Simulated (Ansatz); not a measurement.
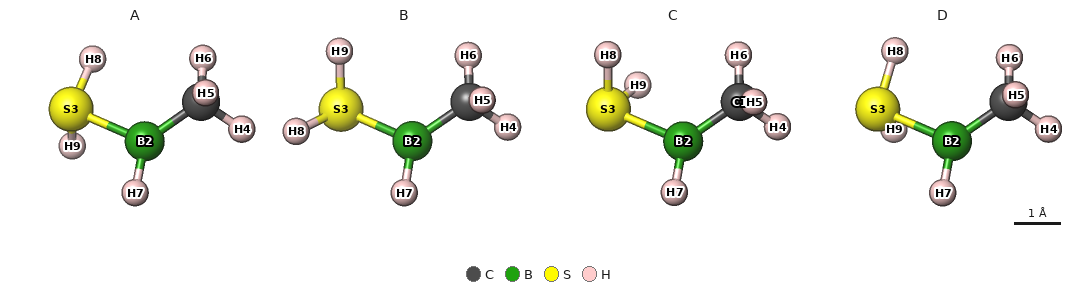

4 geometries from a converged minimum-energy path of CH6BS (charge +1), shuffled. Style: ball-and-stick. Shown at a tilt.

All numbers below come from RKS PBE0/def2-TZVP in Ansatz. Settings: 9 movable images; climbing image; force threshold 0.05 eV/Å; iteration limit 60; starting path by image-dependent pair potential.

One of them is the converged climbing image. Which?

C. In order along the path, whose images run from 0 to 10: B (image 0, 0.000 eV), C (image 5, +0.219 eV), D (image 7, +0.114 eV), A (image 8, +0.043 eV). The motion is a rotation about the B2–S3 bond by about 180°. No bond forms or breaks between the ends. Among the angles between lasting bonds that change up to the highest image: B2–S3–H9 101.7° → 96.0°, B2–S3–H8 100.9° → 96.0°.
